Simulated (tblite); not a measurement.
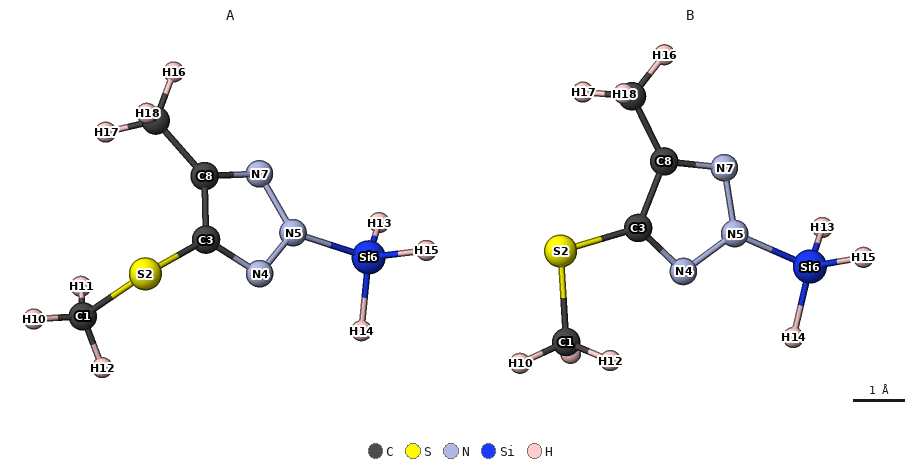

Two geometries of C4H9N3SSi, drawn at one scale. One is the start of a relaxation, the other its converged end. A ball-and-stick model, seen at a tilt.

Method: GFN2-xTB geometry optimisation, gas phase (tblite). 

**Which one is relaxed?**

Structure B is the relaxed one. The atom that moves furthest after the best rigid fit is an H atom (1.46 Å). Largest moves by element: H 1.46 Å, S 1.34 Å, N 0.84 Å, C 0.74 Å, Si 0.43 Å. Near-neighbour distances that change, for instance: C–S 1.792 → 1.736 Å, C–C 1.376 → 1.422 Å, C–H 1.125 → 1.085 Å, C–N 1.348 → 1.316 Å. Among the angles between lasting bonds that change: N–Si–H 113.7° → 105.5°, H–Si–H 107.2° → 114.6°, H–Si–H 106.9° → 112.9°. Groups turn about C–S by about 85°, C–S by about 25°, N–Si by about 25°. The energy falls by 61.9 kJ/mol in 169 geometry steps.
